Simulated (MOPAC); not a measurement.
## Run report: SF6, frequency calculation (part 2 of 2)

Continued. System: SF6, SMILES FS(F)(F)(F)(F)F. Method: PM6-DH+, closed shell, dispersion DH+ (MOPAC 23.2.5). The geometry was optimised with PM6-DH+.

Geometry of the input (Å):
```
F  -0.5632  -1.3004  0.6457
S  -0.0021  -0.0005  0.0062
F  1.1503  0.0145  1.0479
F  -1.1544  -0.0154  -1.0355
F  0.5589  1.2995  -0.6331
F  -0.8801  0.8500  0.9651
F  0.8756  -0.8510  -0.9527
```

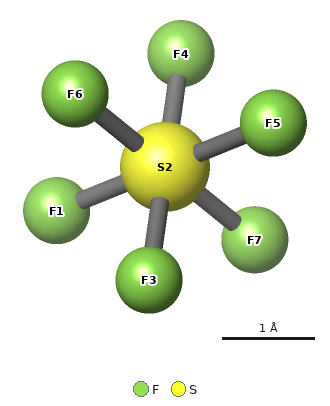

The structure as given in the input (ball-and-stick view, seen at a tilt; atoms are numbered from 1 in the order of the input).

### Log, continued
```
           1    0.0000   -0.0000    0.0000   -0.0000   -0.0000   -0.0000   -0.2318    0.3138
           2    0.0020   -0.1538    0.4758   -0.4966    0.0475   -0.0331   -0.2266   -0.1746
           3    0.4989   -0.0314   -0.0123   -0.0349   -0.4735   -0.1568   -0.1618   -0.1089
           4   -0.0000   -0.0000   -0.0000    0.0000    0.0000   -0.0000   -0.2760    0.3738
           5   -0.0000    0.0000   -0.0000    0.0000   -0.0000    0.0000    0.3044    0.2345
           6   -0.0000    0.0000   -0.0000   -0.0000    0.0000    0.0000    0.2173    0.1463
           7    0.0337    0.4747    0.1534    0.4966   -0.0476    0.0331    0.2055   -0.2783
           8    0.0000   -0.0000   -0.0000   -0.0000    0.0000   -0.0000    0.2556    0.1969
           9   -0.4989    0.0314    0.0123   -0.0463   -0.1535    0.4736   -0.1618   -0.1089
          10    0.0337    0.4747    0.1533   -0.4966    0.0476   -0.0331    0.2055   -0.2783
          11    0.0000   -0.0000   -0.0000    0.0000   -0.0000    0.0000    0.2556    0.1969
          12   -0.4989    0.0314    0.0123    0.0463    0.1535   -0.4736   -0.1618   -0.1089
          13    0.0000   -0.0000    0.0000    0.0000    0.0000    0.0000   -0.2318    0.3138
          14    0.0020   -0.1538    0.4757    0.4966   -0.0475    0.0331   -0.2267   -0.1746
          15    0.4989   -0.0314   -0.0123    0.0349    0.4735    0.1568   -0.1618   -0.1089
          16   -0.0337   -0.4747   -0.1534   -0.0349   -0.4735   -0.1568    0.2055   -0.2783
          17   -0.0020    0.1538   -0.4758    0.0462    0.1535   -0.4736   -0.2267   -0.1746
          18    0.0000    0.0000   -0.0000    0.0000    0.0000   -0.0000    0.1825    0.1228
          19   -0.0337   -0.4747   -0.1534    0.0349    0.4735    0.1568    0.2055   -0.2783
          20   -0.0020    0.1538   -0.4757   -0.0462   -0.1535    0.4736   -0.2267   -0.1746
          21    0.0000    0.0000   -0.0000   -0.0000   -0.0000    0.0000    0.1825    0.1228

   Root No.       9        10        11        12        13        14        15

                 1 T1u     1 Eg      1 Eg      1 A1g     2 T1u     2 T1u     2 T1u

                 447.6     518.9     518.9     693.2     784.3     784.3     784.3

           1    0.0116   -0.5420    0.1990    0.4082   -0.3338   -0.3058   -0.1124
           2    0.1948    0.0000    0.0000    0.0000    0.0049   -0.0075    0.0060
           3   -0.2859    0.0000    0.0000   -0.0000    0.0057   -0.0031   -0.0086
           4    0.0139    0.0000   -0.0000    0.0000    0.5376    0.4925    0.1811
           5   -0.2616   -0.0000   -0.0000   -0.0000   -0.3404    0.5246   -0.4164
           6    0.3840   -0.0000    0.0000   -0.0000   -0.3994    0.2159    0.5985
           7   -0.0103   -0.0000    0.0000    0.0000   -0.0077   -0.0071   -0.0026
           8   -0.2196   -0.4433   -0.3699   -0.4082    0.2113   -0.3257    0.2585
           9   -0.2859    0.0000   -0.0000    0.0000    0.0057   -0.0031   -0.0086
          10   -0.0103    0.0000   -0.0000   -0.0000   -0.0077   -0.0071   -0.0026
          11   -0.2196    0.4433    0.3699    0.4082    0.2113   -0.3257    0.2585
          12   -0.2859   -0.0000    0.0000   -0.0000    0.0057   -0.0031   -0.0085
          13    0.0116    0.5420   -0.1990   -0.4082   -0.3338   -0.3058   -0.1124
          14    0.1948   -0.0000   -0.0000   -0.0000    0.0049   -0.0075    0.0060
          15   -0.2859   -0.0000   -0.0000    0.0000    0.0057   -0.0031   -0.0086
          16   -0.0103   -0.0000   -0.0000    0.0000   -0.0077   -0.0070   -0.0026
          17    0.1948    0.0000    0.0000    0.0000    0.0049   -0.0075    0.0060
          18    0.3224    0.0987   -0.5689    0.4082    0.2480   -0.1340   -0.3716
          19   -0.0103    0.0000    0.0000   -0.0000   -0.0077   -0.0071   -0.0026
          20    0.1948   -0.0000   -0.0000   -0.0000    0.0049   -0.0075    0.0060
          21    0.3224   -0.0987    0.5689   -0.4082    0.2480   -0.1340   -0.3716

          DESCRIPTION OF VIBRATIONS

 VIBRATION          3    1T2u        ATOM PAIR     ENERGY CONTRIBUTION    RADIAL
 FREQUENCY           246.75         S 2 -- F 6         +25.0% ( 55.2%)      0.0%
 TRANSITION DIPOLE   0.0000         S 2 -- F 7         +25.0% ( 55.2%)      0.0%
 TRAVEL (Ang.)       0.2540         F 1 -- S 2         +22.6% ( 52.6%)      0.0%
 REDUCED MASS        4.3423         S 2 -- F 5         +22.6% ( 52.6%)      0.0%
 EFFECTIVE MASS     18.9984
 FORCE CONSTANT      0.1558

 VIBRATION          6    1T2g        ATOM PAIR     ENERGY CONTRIBUTION    RADIAL
 FREQUENCY           374.55         S 2 -- F 7         +24.9% ( 36.3%)      0.0%
 TRANSITION DIPOLE   0.0000         S 2 -- F 6         +24.9% ( 36.3%)      0.0%
 TRAVEL (Ang.)       0.2049         S 2 -- F 4         +22.5% ( 34.6%)      0.0%
 REDUCED MASS        4.3097         S 2 -- F 3         +22.5% ( 34.6%)      0.0%
 EFFECTIVE MASS     18.9984
 FORCE CONSTANT      0.3562

 VIBRATION          9    1T1u        ATOM PAIR     ENERGY CONTRIBUTION    RADIAL
 FREQUENCY           447.62         F 1 -- S 2         +18.7% ( 72.5%)      0.0%
 TRANSITION DIPOLE   4.1744         S 2 -- F 5         +18.7% ( 72.5%)      0.0%
 TRAVEL (Ang.)       0.2089         S 2 -- F 4         +16.8% ( 68.6%)      0.4%
 REDUCED MASS        3.4524         S 2 -- F 3         +16.8% ( 68.6%)      0.4%
 EFFECTIVE MASS     22.1694         S 2 -- F 6         +14.5% ( 63.7%)      1.8%
 FORCE CONSTANT      0.4076         S 2 -- F 7         +14.5% ( 63.7%)      1.8%

 VIBRATION         11    1Eg         ATOM PAIR     ENERGY CONTRIBUTION    RADIAL
 FREQUENCY           518.90         S 2 -- F 6         +32.4% ( 63.4%)    100.0%
 TRANSITION DIPOLE   0.0000         S 2 -- F 7         +32.4% ( 63.4%)    100.0%
 TRAVEL (Ang.)       0.1654         S 2 -- F 3         +13.7% ( 41.2%)    100.0%
 REDUCED MASS        4.7496         S 2 -- F 4         +13.7% ( 41.2%)    100.0%
 EFFECTIVE MASS     18.9984
 FORCE CONSTANT      0.7535

 VIBRATION         12    1A1g        ATOM PAIR     ENERGY CONTRIBUTION    RADIAL
 FREQUENCY           693.20         S 2 -- F 6         +16.7% ( 34.0%)    100.0%
 TRANSITION DIPOLE   0.0000         S 2 -- F 4         +16.7% ( 34.0%)    100.0%
 TRAVEL (Ang.)       0.1753         S 2 -- F 5         +16.7% ( 34.0%)    100.0%
 REDUCED MASS        3.1664         F 1 -- S 2         +16.7% ( 34.0%)    100.0%
 EFFECTIVE MASS     18.9984         S 2 -- F 3         +16.7% ( 34.0%)    100.0%
 FORCE CONSTANT      0.8965         S 2 -- F 7         +16.7% ( 34.0%)    100.0%

 VIBRATION         15    2T1u        ATOM PAIR     ENERGY CONTRIBUTION    RADIAL
 FREQUENCY           784.26         S 2 -- F 7         +20.1% ( 75.1%)     81.6%
 TRANSITION DIPOLE   8.8353         S 2 -- F 6         +20.1% ( 75.1%)     81.6%
 TRAVEL (Ang.)       0.0879         S 2 -- F 3         +16.4% ( 67.7%)     53.1%
 REDUCED MASS       11.1133         S 2 -- F 4         +16.4% ( 67.7%)     53.1%
 EFFECTIVE MASS     26.0199         S 2 -- F 5         +13.5% ( 61.5%)     13.6%
 FORCE CONSTANT      4.0273         F 1 -- S 2         +13.5% ( 61.5%)     13.6%

      SYMMETRY NUMBER FOR POINT-GROUP Oh  = 24

          SYSTEM IS A GROUND STATE

 PM6-DH+ frequencies

          MOLECULE IS NOT LINEAR

          THERE ARE 15 GENUINE VIBRATIONS IN THIS SYSTEM
          THIS THERMODYNAMICS CALCULATION IS LIMITED TO
          MOLECULES WHICH HAVE NO INTERNAL ROTATIONS

                    CALCULATED THERMODYNAMIC PROPERTIES
                                          *
   TEMP. (K)   PARTITION FUNCTION   H.O.F.    ENTHALPY  HEAT CAPACITY ENTROPY
                                   KCAL/MOL   CAL/MOLE    CAL/K/MOL  CAL/K/MOL

 298.00  VIB.     0.9638D+01                  2545.5657    19.2584    13.0446
         ROT.     0.7900D+04                   888.2803     2.9808    20.8151
         INT.     0.7614D+05                  3433.8460    22.2392    33.8597
         TRA.     0.1706D+28                  1480.4672     4.9680    40.8449
         TOT.                     -302.311    4914.3131    27.2073    74.7045

 298.00  VIB.     0.9638D+01                  2545.5657    19.2584    13.0446
         ROT.     0.7900D+04                   888.2803     2.9808    20.8151
         INT.     0.7614D+05                  3433.8460    22.2392    33.8597
         TRA.     0.1706D+28                  1480.4672     4.9680    40.8449
         TOT.                     -302.311    4914.3131    27.2073    74.7045

 398.00  VIB.     0.4211D+02                  4670.1365    22.8962    19.1669
         ROT.     0.1219D+05                  1186.3609     2.9808    21.6776
         INT.     0.5135D+06                  5856.4974    25.8770    40.8445
         TRA.     0.2634D+28                  1977.2682     4.9680    42.2824
         TOT.                     -299.392    7833.7656    30.8451    83.1269

   *: NOTE: HEATS OF FORMATION ARE RELATIVE TO THE
            ELEMENTS IN THEIR STANDARD STATE AT 298K
              (=  Standard Enthalpy of Formation).

            Hvib:  Zero-point energy is not included.
                   frequencies of less than zero cm-1 are not included.
            Hrot = (3/2)RT
            Htra = (3/2)RT + pV = (5/2)RT

            Heat capacity is Cp, not Cv

           FORCE CONSTANT IN CARTESIAN COORDINATES (Millidynes/A)

    ATOM   CHEMICAL       X               Y               Z
   NUMBER   SYMBOL  FORCE CONSTANT  FORCE CONSTANT  FORCE CONSTANT

      1       F        3.740734        0.831738        0.831738
      2       S        7.374839        7.374839        7.374839
      3       F        0.831738        3.740734        0.831738
      4       F        0.831738        3.740734        0.831738
      5       F        3.740734        0.831738        0.831738
      6       F        0.831738        0.831738        3.740734
      7       F        0.831738        0.831738        3.740734

 *                    *
 * JOB ENDED NORMALLY *
 *                    *

 TOTAL JOB TIME:             0.09 SECONDS

 == MOPAC DONE ==
```

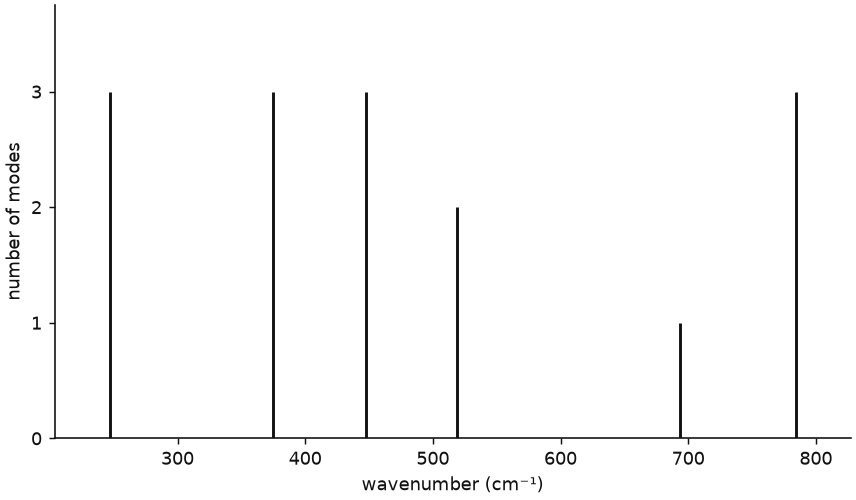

Harmonic vibrational wavenumbers from the force constants; neighbouring modes closer than 3 cm⁻¹ are counted in one stick. 15 modes from 247 to 784 cm⁻¹, none imaginary.

### Key numbers

| quantity | value |
| --- | --- |
| outcome | converged |
| heat of formation | −302.31 kcal/mol |
| basis functions | 33 |
| zero-point energy | 0.016609 hartree |
| wavenumbers, lowest and highest | 247 and 784 cm⁻¹ |
| peak memory | 0.091 GiB |

### Notes

MOPAC's energies along a path are heats of formation.
